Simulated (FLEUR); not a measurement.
**Anisotropy of FePt (c factor at fixed volume 1.03 on the database's cell) with FLEUR**

Wanted: anisotropy for FePt (c factor at fixed volume 1.03 on the database's cell), with the cost of each step.

Calculated with FLEUR MaX-R8.1; PBE; all-electron FLAPW, Dirac cores, scalar-relativistic bands.

### 1. Starting point

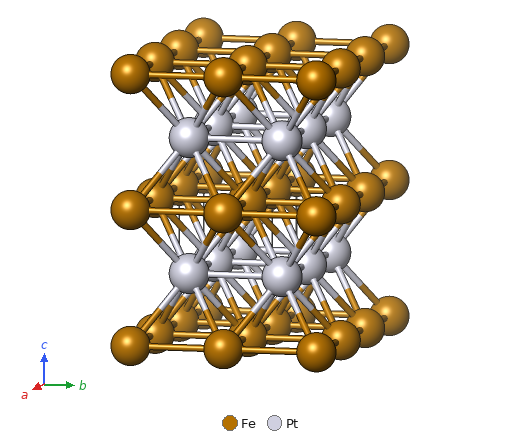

The starting structure, seen slightly off an axis (iron orange, platinum light grey). 3×2×2 cells are drawn. Some periodic images of atoms are drawn too.

The cell is strained on purpose: c factor at fixed volume 1.03 on the database's cell.

### 2. The magnetic state

The force theorems are single passes in this state's potential, so it has to be converged first.

No symmetry is used, so that later steps may turn the spins freely; k and −k are joined. inpgen writes inp.xml from crystal.txt; cutoffs, mixing, functional, smearing and local orbitals are then set in the file. The k list scf (kpts.xml, not shown) is a Γ-centred 10×10×10 mesh; where the ranks do not divide the number of points, some are split in two of half the weight.

The input, inp.xml:

```
<?xml version="1.0" encoding="UTF-8" standalone="no"?>
<fleurInput fleurInputVersion="0.39">
   <comment>
      FePt
   </comment>
   <calculationSetup>
      <cutoffs Kmax="3.6" Gmax="10.8" GmaxXC="10.8" numbands="0"/>
      <scfLoop itmax="110" minDistance="0.00002" maxIterBroyd="15" imix="Anderson" alpha="0.05" precondParam="0.0" spinf="2.0" sdNocoIR="T"/>
      <coreElectrons ctail="F" frcor="F" kcrel="0" coretail_lmax="0"/>
      <xcFunctional name="pbe" relativisticCorrections="F"/>
      <magnetism jspins="2" l_noco="F" l_ss="F">
         <qss>0.0 0.0 0.0</qss>
         <mtNocoParams l_mperp="F" l_mtNocoPot="F" l_relaxSQA="F" mag_mixing_scheme="0" mix_RelaxWeightOffD="1.0" l_constrained="F" mix_constr="1.0"/>
         <sourceFreeMag l_sourceFree="F" l_scaleMag="F" mag_scale="1.0"/>
      </magnetism>
      <soc l_soc="F" theta="0.0" phi="0.0" spav="F"/>
      <expertModes spex="0" secvar="F"/>
      <geometryOptimization l_f="F" forcealpha="1.0" forcemix="BFGS" epsdisp="0.00001" epsforce="0.00001"/>
      <ldaU l_linMix="F" mixParam="0.05" spinf="1.0"/>
   </calculationSetup>
   <cell>
      <bzIntegration valenceElectrons="32.0" mode="hist" fermiSmearingEnergy="0.00183747">
         <kPointListSelection listName="scf"/>
         <xi:include xmlns:xi="http://www.w3.org/2001/XInclude" href="kpts.xml"> </xi:include>
      </bzIntegration>
      <xi:include xmlns:xi="http://www.w3.org/2001/XInclude" href="sym.xml"> </xi:include>
      <bulkLattice scale="1.0">
         <bravaisMatrix>
            <row-1>    5.0711637513341579     0.0000000000000000     0.0000000000000000</row-1>
            <row-2>    0.0000000000000000     5.0711637513341579     0.0000000000000000</row-2>
            <row-3>    0.0000000000000000     0.0000000000000000     7.2406746190173594</row-3>
         </bravaisMatrix>
      </bulkLattice>
   </cell>
   <atomSpecies>
      <species name="Iron (Fe) 2.800" element="Fe" atomicNumber="26">
         <mtSphere radius="2.47" gridPoints="817" logIncrement="0.015"/>
         <atomicCutoffs lmax="10" lnonsphr="8"/>
         <electronConfig flipSpins="F">
            <coreConfig>(1s1/2) (2s1/2) (2p1/2) (2p3/2)</coreConfig>
            <valenceConfig>(3s1/2) (3p1/2) (3p3/2) (4s1/2) (3d3/2) (3d5/2)</valenceConfig>
            <stateOccupation state="(3d3/2)" spinUp="1.4" spinDown="1.0"/>
            <stateOccupation state="(3d5/2)" spinUp="3.0" spinDown="0.6"/>
         </electronConfig>
         <energyParameters s="4" p="4" d="3" f="4"/>
         <lo type="SCLO" l="0" n="3" eDeriv="0"/>
         <lo type="SCLO" l="1" n="3" eDeriv="0"/>
      </species>
      <species name="Platinum (Pt)" element="Pt" atomicNumber="78">
         <mtSphere radius="2.47" gridPoints="817" logIncrement="0.016"/>
         <atomicCutoffs lmax="10" lnonsphr="8"/>
         <electronConfig flipSpins="F">
            <coreConfig>(1s1/2) (2s1/2) (2p1/2) (2p3/2) (3s1/2) (3p1/2) (3p3/2) (4s1/2) (3d3/2) (3d5/2) (4p1/2) (4p3/2) (5s1/2) (4d3/2) (4d5/2) (4f5/2) (4f7/2)</coreConfig>
            <valenceConfig>(5p1/2) (5p3/2) (6s1/2) (5d3/2) (5d5/2)</valenceConfig>
            <stateOccupation state="(6s1/2)" spinUp="0.500000" spinDown="0.500000"/>
            <stateOccupation state="(5d3/2)" spinUp="1.800000" spinDown="1.800000"/>
            <stateOccupation state="(5d5/2)" spinUp="2.700000" spinDown="2.700000"/>
         </electronConfig>
         <energyParameters s="6" p="6" d="5" f="5"/>
         <lo type="SCLO" l="1" n="5" eDeriv="0"/>
      </species>
   </atomSpecies>
   <atomGroups>
      <atomGroup species="Iron (Fe) 2.800">
         <relPos label="                   1">.0000000000 .0000000000 .0000000000</relPos>
         <force calculate="T" relaxXYZ="TTT"/>
         <nocoParams  alpha="0.0" beta="0.0"/>
      </atomGroup>
      <atomGroup species="Platinum (Pt)">
         <relPos label="                   2">1.000/2.000 1.000/2.000 1.000/2.000</relPos>
         <force calculate="T" relaxXYZ="TTT"/>
         <nocoParams  alpha="0.0" beta="0.0"/>
      </atomGroup>
   </atomGroups>
   <output dos="F" band="F" slice="F">
      <bandDOS minEnergy="-.5*Htr" maxEnergy="0.5*Htr" sigma="0.015" storeEVData="T"/>
      <plotting iplot="0" polar="F">
         <plot TwoD="T" vec1="  1.0  0.0  0.0" vec2="  0.0  1.0  0.0" vec3="  0.0  0.0  1.0" zero="  0.0  0.0  0.0" file="plot"/>
      </plotting>
      <moessbauerParams electricFieldGradient="F" isomerShift="F" coreHyperfine="F" valenceHyperfine="F"/>
   </output>
</fleurInput>
```

The input, crystal.txt:

```
FePt
&input film=F cartesian=F /
2.68354429000  0.00000000000  0.00000000000
0.00000000000  2.68354429000  0.00000000000
0.00000000000  0.00000000000  3.83160000000
1.8897261246
1.0 1.0 1.0

2
26 0.00000000000  0.00000000000  0.00000000000 : 2.800
78 0.50000000000  0.50000000000  0.50000000000

&kpt div1=10 div2=10 div3=10 gamma=T /
```

The run is started by

```bash
$ OMP_NUM_THREADS=1 inpgen -f crystal.txt -nosym -noco > inpgen.log  # inp.xml is then edited as shown
$ OMP_NUM_THREADS=1 mpirun -n 4 fleur_MPI > fleur.log
```

What it wrote:

```text
Welcome to FLEUR        (www.flapw.de)
      MaX-Release 8.1          (www.max-centre.eu)

 ========== k-point set info ==========
 Selected k-point list: scf
 k-point list type: mesh
 0 x 0 x 0
 Number of k points: 504

 ------------Calculation Setup---------------------------
 Number of MPI-tasks      :            4
 Number of PE/node        :            4
 Number of OMP-threads    :            1
 k-points in parallel     :            4
 pe's per k-point         :            1
 No of k-point loops      :          126
 Eigenvalue solver        :       lapack
 Number of basis functions:          168
 Approximate size of matrices (H+S) per k-point:         0.001 GB
 --------------------------------------------------------
 Complex matrix made real
 Complex matrix made real
 Iteration:     1   Distance:      40.97440742 me/bohr^3
 Iteration:     2   Distance:      15.47267124 me/bohr^3
 Iteration:     3   Distance:      13.08447684 me/bohr^3
 Iteration:     4   Distance:      10.04382831 me/bohr^3
 Iteration:     5   Distance:       9.97434040 me/bohr^3
 Iteration:     6   Distance:      10.16659905 me/bohr^3
 Iteration:     7   Distance:       3.58242409 me/bohr^3
 Iteration:     8   Distance:       2.01208685 me/bohr^3
 Iteration:     9   Distance:       1.01972411 me/bohr^3
 Iteration:    10   Distance:       0.72706908 me/bohr^3
 Iteration:    11   Distance:       0.16931377 me/bohr^3
 Iteration:    12   Distance:       0.08261030 me/bohr^3
 Iteration:    13   Distance:       0.04834749 me/bohr^3
 Iteration:    14   Distance:       0.01852066 me/bohr^3
 Iteration:    15   Distance:       0.01379393 me/bohr^3
 Iteration:    16   Distance:       0.01232186 me/bohr^3
 Iteration:    17   Distance:       0.00982651 me/bohr^3
 Iteration:    18   Distance:       0.00145847 me/bohr^3
 Iteration:    19   Distance:       0.00058254 me/bohr^3
 Iteration:    20   Distance:       0.00056804 me/bohr^3
 Iteration:    21   Distance:       0.00020598 me/bohr^3
 Iteration:    22   Distance:       0.00007158 me/bohr^3
 Iteration:    23   Distance:       0.00001717 me/bohr^3

 ********************************************************************
 Run finished successfully
 Stop message:
   all done
 ********************************************************************

--- out.xml (last complete iteration) ---
<iteration numberForCurrentRun="   23" overallNumber="   23">
         [... left out ...]
         <bandgap value="0.0240783260" units="eV"/>
         <sumValenceSingleParticleEnergies value="-18.4906941785" units="Htr"/>
         <FermiEnergy value="0.4193630239" units="Htr"/>
         <valenceDensity>
            <mtCharges spin="1">
               <mtCharge atomType="1" total="9.0836736" s="1.2214315" p="3.2336566" d="4.5947564" f="0.0249705"/>
               <mtCharge atomType="2" total="7.4482087" s="0.2585223" p="3.1753194" d="3.9805938" f="0.0259399"/>
            </mtCharges>
            <mtCharges spin="2">
               <mtCharge atomType="1" total="6.0991737" s="1.2148447" p="3.2417003" d="1.6112940" f="0.0232262"/>
               <mtCharge atomType="2" total="7.0739249" s="0.2751943" p="3.2157066" d="3.5545233" f="0.0221576"/>
            </mtCharges>
            <spinDependentCharge spin="1" total="17.6456887" interstitial="1.1138063" mtSpheres="16.5318823"/>
            <spinDependentCharge spin="2" total="14.3543113" interstitial="1.1812127" mtSpheres="13.1730986"/>
            <totalCharge value="32.0000000000"/>
         </valenceDensity>
         [... left out ...]
         <allElectronCharges>
            <spinDependentCharge spin="1" total="53.6456887" interstitial="1.1144468" mtSpheres="52.5312419"/>
            <spinDependentCharge spin="2" total="50.3543113" interstitial="1.1818568" mtSpheres="49.1724546"/>
            <totalCharge value="104.0000000078"/>
         </allElectronCharges>
         <magneticMomentsInMTSpheres units="muBohr">
            <globalMagMoment atomType="1" vec="0.00000   0.00000   2.98450"/>
            <localMagMoment atomType="1" vec="0.00000   0.00000   2.98450"/>
            <globalMagMoment atomType="2" vec="0.00000   0.00000   0.37429"/>
            <localMagMoment atomType="2" vec="0.00000   0.00000   0.37429"/>
         </magneticMomentsInMTSpheres>
         <moessbauerParams unitsHFF="kG" unitsIS="e/bohr^3" unitsEFG="Htr/bohr^2">
         </moessbauerParams>
         <totalEnergy value="   -19719.5487128580" units="Htr">
            <sumOfEigenvalues value="   -12062.0167840860">
               <coreElectrons value="-12043.5260899075"/>
               <valenceElectrons value="-18.4906941785"/>
            </sumOfEigenvalues>
            <densityCoulombPotentialIntegral value="-33922.7829999698"/>
            <densityEffectivePotentialIntegral value="-34463.0675425081"/>
            <chargeDenXCDenIntegral value="-413.3002201178"/>
            <FockExchangeEnergyValence value="0.0000000000"/>
            <FockExchangeEnergyCore value="0.0000000000"/>
            <atomTypeDependentContributions atomType="1">
               <electronNucleiInteractionDifferentMTs value="1521.4574556944"/>
               <MadelungTerm value="-9.7754756943"/>
            </atomTypeDependentContributions>
            <atomTypeDependentContributions atomType="2">
               <electronNucleiInteractionDifferentMTs value="23176.1409422266"/>
               <MadelungTerm value="-38.5338775620"/>
            </atomTypeDependentContributions>
            <tkbTimesEntropy value="0.0003479474"/>
            <freeEnergy value="-19719.5490608054"/>
            <extrapolationTo0K value="-19719.5488868317"/>
         </totalEnergy>
         <densityConvergence units="me/bohr^3">
            <chargeDensity spin="1" distance="0.0000098138"/>
            <chargeDensity spin="2" distance="0.0000123580"/>
            <overallChargeDensity distance="0.0000171707"/>
            <spinDensity distance="0.0000142559"/>
         </densityConvergence>
      </iteration>
```

It took 3.4 min on 4 MPI ranks of Arm Neoverse V2, shared host; peak memory 0.6 GiB; 14 min of CPU time.

Spin moment in the muffin-tin sphere by atom:

```
atom  spin moment in the muffin-tin sphere (μB)
 Fe1                                       2.98
 Pt2                                       0.37
```

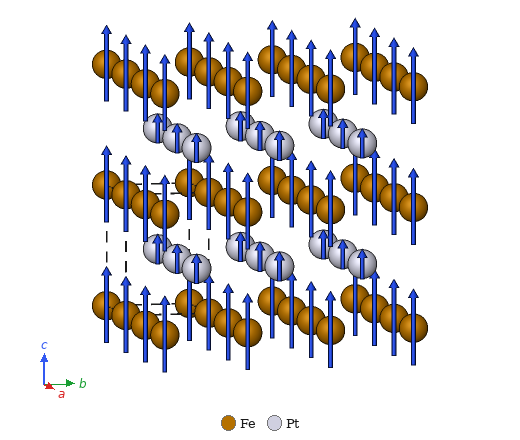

Spin moment in the muffin-tin sphere as arrows, the longest 2.98 μB. Up and down stand for the sign. Arrows give size and sign along the axis of quantisation, drawn up and down the page. Each arrow also spans its atom, so small moments look longer than they are. 3×3×2 cells are drawn. Some periodic images of atoms are drawn too.

Read from the output:

```yaml
free_energy: -536596.2661 eV
program_s_band_gap_on_this_mesh_in_a_metal_only_a_level_spacing: 0.02408 eV
magnetization: 3.291 μB
final_state: ferromagnetic
```

After 23 cycles the largest moment stands at 2.98 μB.

### 3. Anisotropy by the force theorem, rung 1

Anisotropy is a small difference, so it is taken from sums over occupied states at a frozen potential, where most errors cancel.

One pass with spin–orbit coupling for each direction, from the saved density. Inversion lets half of the mesh serve, which the program's warning doesn't know. The k list mae (kpts.xml, not shown) is a Γ-centred 14×14×10 mesh.

Edit inp.xml of step 2 so:

```diff
@@ -6,4 +6,4 @@
    <calculationSetup>
-      <cutoffs Kmax="3.6" Gmax="10.8" GmaxXC="10.8" numbands="0"/>
-      <scfLoop itmax="110" minDistance="0.00002" maxIterBroyd="15" imix="Anderson" alpha="0.05" precondParam="0.0" spinf="2.0" sdNocoIR="T"/>
+      <cutoffs Kmax="3.6" Gmax="10.8" GmaxXC="10.8" numbands="72"/>
+      <scfLoop itmax="1" minDistance="0.00002" maxIterBroyd="15" imix="Anderson" alpha="0.05" precondParam="0.0" spinf="2.0" sdNocoIR="T"/>
       <coreElectrons ctail="F" frcor="F" kcrel="0" coretail_lmax="0"/>
@@ -15,3 +15,3 @@
       </magnetism>
-      <soc l_soc="F" theta="0.0" phi="0.0" spav="F"/>
+      <soc l_soc="T" theta="0.0" phi="0.0" spav="F"/>
       <expertModes spex="0" secvar="F"/>
@@ -22,3 +22,3 @@
       <bzIntegration valenceElectrons="32.0" mode="hist" fermiSmearingEnergy="0.00183747">
-         <kPointListSelection listName="scf"/>
+         <kPointListSelection listName="mae"/>
          <xi:include xmlns:xi="http://www.w3.org/2001/XInclude" href="kpts.xml"> </xi:include>
@@ -81,2 +81,5 @@
    </output>
+   <forceTheorem>
+      <MAE theta="0.0 1.5707963 1.5707963 0.7853982" phi="0.0 0.0 0.7853982 0.0"/>
+   </forceTheorem>
 </fleurInput>
```

The run is started by

```bash
$ OMP_NUM_THREADS=1 mpirun -n 4 fleur_MPI -warn_only > fleur.log
```

What it wrote:

```text
[banner, memory and clock lines left out]
Welcome to FLEUR        (www.flapw.de)
      MaX-Release 8.1          (www.max-centre.eu)
************FLEUR-Warning*****************
Error message: k-point set is not compatible to missing time-reversal symmetry in calculation.
Error occurred in subroutine: gen_bz
Error from PE:0/4
Other PEs with error messages:
     1-k-point set is not compatible to missing time-reversal symmetry in calculation.
     2-k-point set is not compatible to missing time-reversal symmetry in calculation.
     3-k-point set is not compatible to missing time-reversal symmetry in calculation.
*****************************************

 ========== k-point set info ==========
 Selected k-point list: mae
 k-point list type: mesh
 0 x 0 x 0
 Number of k points: 984

************FLEUR-Warning*****************
Error message: k-point set is not compatible to missing time-reversal symmetry in calculation.
Error occurred in subroutine: gen_bz
Error from PE:1/4
Other PEs with error messages:
     2-k-point set is not compatible to missing time-reversal symmetry in calculation.
     3-k-point set is not compatible to missing time-reversal symmetry in calculation.
*****************************************
 [... set-up left out ...]
 ********************************************************************
 Run finished successfully
 Stop message:
   Forcetheorem MAE
 ********************************************************************

--- out.xml (force theorem) ---
<Forcetheorem_MAE Angles="4" units="Htr">
            <Angle theta="0.0000000" phi="0.0000000" ev-sum="-18.536046824"/>
            <Angle theta="1.5707963" phi="0.0000000" ev-sum="-18.535938793"/>
            <Angle theta="1.5707963" phi="0.7853982" ev-sum="-18.535941374"/>
            <Angle theta="0.7853982" phi="0.0000000" ev-sum="-18.535994381"/>
         </Forcetheorem_MAE>
```

Elapsed: 81 s, on 4 MPI ranks; peak memory 1 GiB.

Anisotropy energies, by row:

```
                              axis       x       y       z  band energy less the first axis' (meV a cell)
                             [001]       0       0       1                                              0
                             [100]       1       0       0                                           2.94
                             [110]  0.7071  0.7071       0                                          2.869
45 degrees from [001] toward [100]  0.7071       0  0.7071                                          1.427
```

Indices are those of the standard conventional cell; x, y, z give the same directions in the axes of the input.

### 4. Energy against the direction of the moments, rung 2

A second rung shows how far the first can be trusted.

The k list mae (kpts.xml, not shown) is a Γ-centred 21×21×15 mesh.

inp.xml is that of step 3.

What it wrote:

```text
[banner, memory and clock lines left out]
Welcome to FLEUR        (www.flapw.de)
      MaX-Release 8.1          (www.max-centre.eu)
************FLEUR-Warning*****************
Error message: k-point set is not compatible to missing time-reversal symmetry in calculation.
Error occurred in subroutine: gen_bz
Error from PE:0/4
Other PEs with error messages:
     2-k-point set is not compatible to missing time-reversal symmetry in calculation.
*****************************************

 ========== k-point set info ==========
 Selected k-point list: mae
 k-point list type: mesh
 0 x 0 x 0
 Number of k points: 3308

 [... set-up left out ...]
 ********************************************************************
 Run finished successfully
 Stop message:
   Forcetheorem MAE
 ********************************************************************

--- out.xml (force theorem) ---
<Forcetheorem_MAE Angles="4" units="Htr">
            <Angle theta="0.0000000" phi="0.0000000" ev-sum="-18.536051548"/>
            <Angle theta="1.5707963" phi="0.0000000" ev-sum="-18.535944976"/>
            <Angle theta="1.5707963" phi="0.7853982" ev-sum="-18.535943728"/>
            <Angle theta="0.7853982" phi="0.0000000" ev-sum="-18.535997849"/>
         </Forcetheorem_MAE>
```

It took 4.4 min on 4 MPI ranks; peak memory 2.9 GiB; 18 min of CPU time.

Anisotropy energies, by row:

```
                              axis       x       y       z  band energy less the first axis' (meV a cell)
                             [001]       0       0       1                                              0
                             [100]       1       0       0                                            2.9
                             [110]  0.7071  0.7071       0                                          2.934
45 degrees from [001] toward [100]  0.7071       0  0.7071                                          1.461
```

[end of part 1 of 2]

[Logs and program files are shortened in this print: banners, set-up blocks, solver, clock and traceback lines can be left out without a mark of their own.]

[Logs are printed without paths, hosts, clocks, repeated set-up lines and the standing remarks that a program may print on its own settings, such as how far it seeks lower states.]

[Hosts, paths, dates, database ids (printed as entryN), source tags and the programs' standing remarks are cut or masked in the printed files.]

[Where a cell is said to come from a database of computed structures, the database is the Materials Project.]
